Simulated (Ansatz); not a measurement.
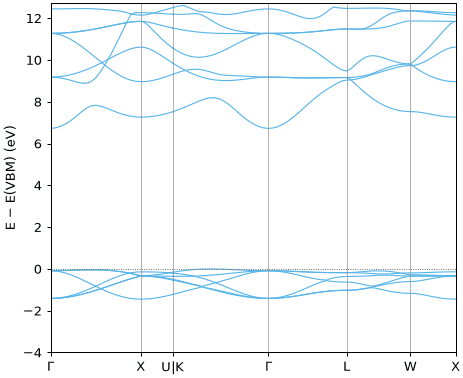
Band structure from DFT-PBE in the program Ansatz with PAW potentials

Q: Read off the gap and where the band edges lie.

A: About 6.7 eV (6.73 eV by a search for the band edges); maximum on the K–Γ line, 39 % of the way from K, minimum at Γ.

The material is BaF₂ (fluorite, Fm-3m).

Symmetry was held in the PBE relaxation. Spin–orbit coupling is left out wherever it is not named.

Potentials: the later of the program's two PAW sets.
